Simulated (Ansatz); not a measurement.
**The cluster AsS3 (doublet): one molecule under many settings**

How do the results and run time of the cluster AsS3 (doublet) respond when the settings are drawn wide?

The runs use Ansatz 0.2.0, Gaussian basis; the settings change from run to run.

### Step 1. The relaxed structure

The structure was relaxed beforehand with B3LYP-D4/def2-SVP.

4 atoms, charge 0, spin multiplicity 2.

Atoms are counted from 1 here; the program's logs count them from 0.

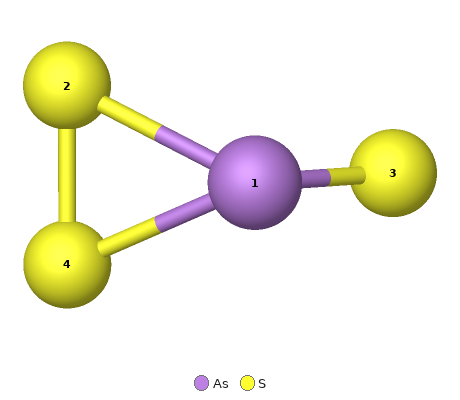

The structure; arsenic purple, sulfur yellow; atoms are numbered from 1 in the order of the file.

### Step 2. PBE0/def2-mTZVP

Options: restricted open-shell orbitals, density fitting with cc-pVTZ-jkfit.

in.yaml reads:

```yaml
crystal:
  periodic: [false, false, false]
  atoms:
    - {symbol: As, position_ang: [-0.996444, -0.131461, -0.441688]}
    - {symbol: S, position_ang: [0.668795, 1.511097, 0.630755]}
    - {symbol: S, position_ang: [-1.147331, -1.820218, 0.679507]}
    - {symbol: S, position_ang: [1.474980, 0.440582, -0.868574]}
basis:
  gaussian: {orbitals: def2-mTZVP, fitting: {mean_field: cc-pVTZ-jkfit}}
magnetization: {spin_polarized: false, initial_magnetization: 1}
hamiltonian: {xc: {name: PBE0}}
scf: {omitted_lower_state_checks: [starts]}
output: {forces: true}
```

Command:

```
$ ansatz run in.yaml --threads 4 --pin off --events-out ev --progress --plain --max-ram 3916MiB
```

The program printed:

```text
Functional definition: PBE0
  name "PBE0"
  cite "Adamo & Barone, J. Chem. Phys. 110, 6158 (1999) doi:10.1063/1.478522"
  cite "Perdew, Burke & Ernzerhof, Phys. Rev. Lett. 77, 3865 (1996) doi:10.1103/PhysRevLett.77.3865"
  parent pbe
  parameter a = 0.25
  parameter kappa = 0.804
  parameter beta = 0.06672455060314922
  exchange = (1 - a)*pbe_x(kappa = kappa, mu = beta*pi^2/3) + a*exact_x
  correlation = pbe_c(beta = beta)
these checks for a lower state are left out or cut short: starts
570 factors; integrals over basis functions are off by at most 1.1e-1 eV
mean field evaluation 1: about -93327.6943 eV, gradient 2.5e1 eV
mean field evaluation 2: about -93327.6905 eV, gradient 2.5e1 eV
mean field evaluation 4: about -93328.1218 eV, gradient 1.8e1 eV
mean field evaluation 8: about -93329.4309 eV, gradient 1.6e-1 eV
mean field evaluation 16: about -93329.4312 eV, gradient 7.0e-5 eV
mean field -93329.43115187 eV, -3429.7933338705 hartree, gradient 2.5e-5 eV, S^2 0.750000; 0 other end points of the search recorded, 0 dependent functions left out
the calculation of the forces begins
reference -93329.43117451 eV, -3429.7933347025 hartree; 41, 40 occupied and 61, 62 virtual orbitals, 570 factors
Total energy: -93329.43117451 eV, -3429.7933347025 hartree
Atom 0 at    -0.996444    -0.131461    -0.441688 Å, force     0.538615     0.051066     0.250718 eV/Å
Atom 1 at     0.668795     1.511097     0.630755 Å, force    -0.081942    -0.424795    -0.417350 eV/Å
Atom 2 at    -1.147331    -1.820218     0.679507 Å, force     0.030856     0.260018    -0.167031 eV/Å
Atom 3 at     1.474980     0.440582    -0.868574 Å, force    -0.487530     0.113710     0.333663 eV/Å
Dipole moment:    -0.065151     0.297978    -0.247469 e Å
Checks for a lower state left out: starts
```

Wall time 1.8 s (4 threads of Arm Neoverse V1, shared host).

Largest force 0.602 eV/Å, dipole 1.89 D.

### Step 3. wB97X-V/STO-3G

This run has multiplicity 4, a point charge of -1.00 e beside it.

in.yaml reads:

```yaml
crystal:
  periodic: [false, false, false]
  atoms:
    - {symbol: As, position_ang: [-0.996444, -0.131461, -0.441688]}
    - {symbol: S, position_ang: [0.668795, 1.511097, 0.630755]}
    - {symbol: S, position_ang: [-1.147331, -1.820218, 0.679507]}
    - {symbol: S, position_ang: [1.474980, 0.440582, -0.868574]}
basis:
  gaussian: {orbitals: STO-3G, point_charges: [{charge: -1.00, position_ang: [4.082, 0.512, 0.432]}]}
magnetization: {spin_polarized: true, initial_magnetization: 3}
hamiltonian: {xc: {name: wB97X-V}}
scf: {omitted_lower_state_checks: [starts]}
```

The command is unchanged.

The program printed, cut to the lines that bear on the results:

```text
Functional definition: wB97X-V
  name "wB97X-V"
  cite "Mardirossian & Head-Gordon, Phys. Chem. Chem. Phys. 16, 9904 (2014) doi:10.1039/C3CP54374A"
  cite "Becke, J. Chem. Phys. 107, 8554 (1997) doi:10.1063/1.475007"
  cite "Vydrov & Van Voorhis, J. Chem. Phys. 133, 244103 (2010) doi:10.1063/1.3521275"
[...]
      + integral(e_c_pw_opposite_spin*poly(b97_u_opposite, cos0, cos1)) + vv10(b, c)
[...]
468 factors; integrals over basis functions are off by at most 1.4e-5 eV
168 factors; integrals over basis functions are off by at most 3.8e-7 eV
[...]
mean field -92288.19514943 eV, -3391.5286165561 hartree, gradient 1.3e-5 eV, S^2 3.777503; 0 other end points of the search recorded, 0 dependent functions left out
reference -92288.19514867 eV, -3391.5286165282 hartree; 42, 39 occupied and 3, 6 virtual orbitals, 468 factors
Total energy: -92288.19514867 eV, -3391.5286165282 hartree
Checks for a lower state left out: starts
```

It took 4.4 s on 4 threads of Arm Neoverse V1, shared host.

⟨S²⟩ 3.778.

### Step 4. BHLYP/def2-TZVPP

This run has charge -1, multiplicity 1, unrestricted orbitals, a point charge of -1.00 e beside it, the search for lower states set to light.

in.yaml reads:

```yaml
crystal:
  periodic: [false, false, false]
  atoms:
    - {symbol: As, position_ang: [-0.996444, -0.131461, -0.441688]}
    - {symbol: S, position_ang: [0.668795, 1.511097, 0.630755]}
    - {symbol: S, position_ang: [-1.147331, -1.820218, 0.679507]}
    - {symbol: S, position_ang: [1.474980, 0.440582, -0.868574]}
basis:
  gaussian: {orbitals: def2-TZVPP, point_charges: [{charge: -1.00, position_ang: [4.567, -0.477, -0.670]}]}
total_charge: -1
magnetization: {spin_polarized: true, initial_magnetization: 0}
hamiltonian: {xc: {name: BHLYP}}
scf: {lower_state_search: light}
```

Same command.

The program printed:

```text
Functional definition: BHLYP
  name "BHLYP"
  cite "Becke, J. Chem. Phys. 98, 1372 (1993) doi:10.1063/1.464304"
  cite "Becke, Phys. Rev. A 38, 3098 (1988) doi:10.1103/PhysRevA.38.3098"
  cite "Lee, Yang & Parr, Phys. Rev. B 37, 785 (1988) doi:10.1103/PhysRevB.37.785"
  parameter a = 0.5
  exchange = (1 - a)*b88_x + a*exact_x
  correlation = lyp_c
1463 factors; their error is unknown
mean field evaluation 1: about -93344.8966 eV, gradient 2.0e1 eV
mean field evaluation 2: about -93342.2155 eV, gradient 3.0e1 eV
mean field evaluation 4: about -93346.8936 eV, gradient 1.5e0 eV
mean field evaluation 8: about -93346.9046 eV, gradient 6.1e-2 eV
mean field evaluation 16: about -93347.4675 eV, gradient 2.6e-4 eV
mean field evaluation 32: about -93346.4044 eV, gradient 4.7e0 eV
mean field -93347.46754052 eV, -3430.4561589279 hartree, gradient 1.3e-5 eV, S^2 0.000000; 3 other end points of the search recorded, 0 dependent functions left out
reference -93347.46769428 eV, -3430.4561645785 hartree; 41, 41 occupied and 133, 133 virtual orbitals, 1463 factors
Total energy: -93347.46769428 eV, -3430.4561645785 hartree
```

Wall time 15 s (4 threads of Arm Neoverse V1, shared host); peak memory 1.2 GiB.

⟨S²⟩ 0.000.

### Step 5. PBE/ANO-RCC-VTZP

Set apart from the defaults: a point charge of 2.00 e beside it, the search for lower states set to off.

in.yaml reads:

```yaml
crystal:
  periodic: [false, false, false]
  atoms:
    - {symbol: As, position_ang: [-0.996444, -0.131461, -0.441688]}
    - {symbol: S, position_ang: [0.668795, 1.511097, 0.630755]}
    - {symbol: S, position_ang: [-1.147331, -1.820218, 0.679507]}
    - {symbol: S, position_ang: [1.474980, 0.440582, -0.868574]}
basis:
  gaussian: {orbitals: ANO-RCC-VTZP, point_charges: [{charge: 2.00, position_ang: [4.176, 0.922, -0.804]}]}
magnetization: {spin_polarized: true, initial_magnetization: 1}
hamiltonian: {xc: {name: PBE}}
scf: {lower_state_search: off}
output: {forces: true}
```

Launched as before.

The program printed, cut to the lines that bear on the results:

```text
Functional definition: PBE
  name "PBE"
  cite "Perdew, Burke & Ernzerhof, Phys. Rev. Lett. 77, 3865 (1996) doi:10.1103/PhysRevLett.77.3865"
  parent pbe
[...]
1432 factors; their error is unknown
[...]
mean field -94100.08015042 eV, -3458.1141622027 hartree, gradient 1.6e-6 eV, S^2 0.756869; 0 other end points of the search recorded, 0 dependent functions left out
[...]
reference -94100.08020850 eV, -3458.1141643371 hartree; 41, 40 occupied and 104, 105 virtual orbitals, 1432 factors
Total energy: -94100.08020850 eV, -3458.1141643371 hartree
Relativity: scalar
Atom 0 at    -0.996444    -0.131461    -0.441688 Å, force    -0.692066    -1.027304    -0.183838 eV/Å
Atom 1 at     0.668795     1.511097     0.630755 Å, force     0.697813    -0.060635    -0.161401 eV/Å
Atom 2 at    -1.147331    -1.820218     0.679507 Å, force     0.007177     0.549486    -0.198895 eV/Å
Atom 3 at     1.474980     0.440582    -0.868574 Å, force     6.107117     1.636733     0.817842 eV/Å
Dipole moment:    -3.485341    -0.719751     0.771162 e Å
Checks for a lower state left out: stability, starts, cluster_reference, orbital_swaps, neighbouring_geometries, increment
```

Wall time 4.8 s (4 threads of Arm Neoverse V1, shared host).

Largest force 6.375 eV/Å, dipole 17.49 D, ⟨S²⟩ 0.757.

### Step 6. The runs in one table

```
           level  charge  multiplicity               geometry  functions  energy (eV)   time
 PBE0/def2-mTZVP       0             2                relaxed        102   -93329.431  1.8 s
  wB97X-V/STO-3G       0             4  relaxed, point charge         45   -92288.195  4.4 s
BHLYP/def2-TZVPP      -1             1  relaxed, point charge        174   -93347.468   15 s
PBE/ANO-RCC-VTZP       0             2  relaxed, point charge        145   -94100.080  4.8 s
```

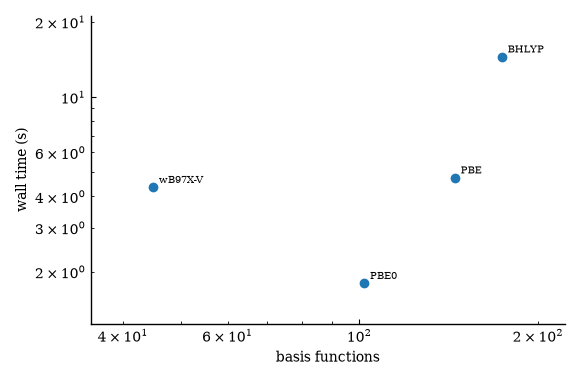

Wall time against the number of basis functions (shared host).

### Step 7. What came out

```
quantity                   value
    runs                       4
quickest  PBE0/def2-mTZVP, 1.8 s
 slowest  BHLYP/def2-TZVPP, 15 s
```

What this shows: The runs differ in state or geometry as well as level, so their energies can't be set against each other. Run time spans a factor of 8, from PBE0/def2-mTZVP to BHLYP/def2-TZVPP. The jobs differ in tasks and options as well as level. At the B3LYP-D4/def2-SVP geometry and in the same state, the sound runs without point charges leave forces up to 0.60 eV/Å (PBE0/def2-mTZVP).
